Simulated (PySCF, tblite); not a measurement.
# C3H11BN2O: geometry, infrared bands and NMR shifts

Wanted: the infrared bands and NMR shifts of C3H11BN2O (`COB(N)N(C)C`), by calculation.

The runs use tblite 0.8.0 and PySCF 2.14.0, with density-fitted response routines of our own; the level of theory stands in each step. All values are computed, except where a source is named. Atoms count from 0, in the outputs and in this text.

## (1) The starting structure

18 atoms, charge 0, multiplicity 1; geometry from: force field or distance geometry start.

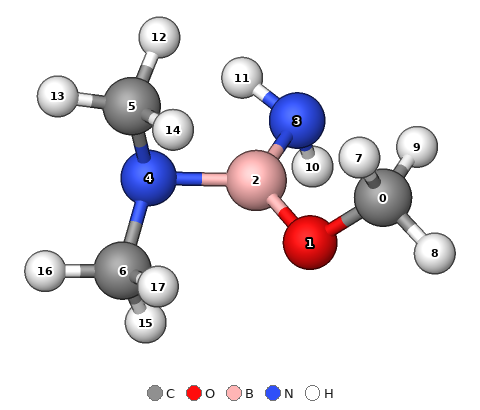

The starting geometry (carbon grey, oxygen red, boron pink, nitrogen blue, hydrogen white), atoms numbered.

## (2) Optimising the geometry with GFN2-xTB

What the job is given:

```
{"job": {"kind": "relax", "xc": "GFN2-xTB", "basis": "xTB"}, "charge": 0, "multiplicity": 1}
C      2.337300    -0.356600    -0.084600
O      1.153100    -0.299900    -0.837400
B      0.182500     0.613400    -0.308100
N      0.433100     2.109000    -0.092600
N     -1.252600     0.122500    -0.037000
C     -1.223600    -0.343200     1.337700
C     -1.479600    -0.945500    -0.984500
H      2.246900    -0.943100     0.843300
H      3.121400    -0.743700    -0.775200
H      2.610900     0.686800     0.209400
H      0.437300     2.541700    -1.040900
H     -0.424300     2.497800     0.388800
H     -0.952700     0.518000     2.006900
H     -2.176600    -0.739100     1.681200
H     -0.412900    -1.109100     1.346900
H     -1.359200    -0.552500    -2.005200
H     -2.520100    -1.289600    -0.830700
H     -0.729600    -1.760600    -0.829800
```

Started as:

```console
> OMP_NUM_THREADS=1 python probes_run.py task.json out
```

One launch serves the whole session: the jobs run in the order shown.

**Question.** This job is followed by: GFN2-xTB harmonic vibrations, gas phase; GIAO PBE0/pcSseg-1 NMR shielding, non-relativistic, gas phase. Predict these results of the whole session: strongest single infrared mode (GFN2-xTB); zero-point energy (GFN2-xTB); 13C shifts against TMS (PBE0/pcSseg-1, means over atoms taken as alike); 1H shifts against TMS (PBE0/pcSseg-1, means over atoms taken as alike); 17O shifts against H2O (PBE0/pcSseg-1); 11B shifts against BF3·OEt2 (PBE0/pcSseg-1); 15N shifts against NH3 (PBE0/pcSseg-1).

As calculated:

| quantity | value |
| --- | --- |
| strongest single infrared mode (GFN2-xTB) | 1181 cm⁻¹, 390 km/mol |
| zero-point energy (GFN2-xTB) | 94.8 kcal/mol |
| 13C shifts against TMS (PBE0/pcSseg-1, means over atoms taken as alike) | 53.1, 38.5 ppm |
| 1H shifts against TMS (PBE0/pcSseg-1, means over atoms taken as alike) | 3.74, 2.67, 1.72 ppm |
| 17O shifts against H2O (PBE0/pcSseg-1) | 51.9 ppm |
| 11B shifts against BF3·OEt2 (PBE0/pcSseg-1) | 18.9 ppm |
| 15N shifts against NH3 (PBE0/pcSseg-1) | 54.3, 40.5 ppm |

**Reading.** The optimisation took 164 steps and gained 1.790 eV; among the close pairs (by a distance rule), B2–N4 changed most, from 1.541 to 1.417 Å. All 48 modes are real, so the xTB geometry is a minimum. The strongest single mode, at 1181 cm⁻¹, is spread over many atoms; the largest shares are those of B2, O1. GFN2-xTB is a fitted tight-binding method: band positions and strengths are rough. Its intensities can rank the bands wrongly. At PBE0/pcSseg-1: The largest span, 171 ppm, is at O1, where the paramagnetic term is -115 ppm.
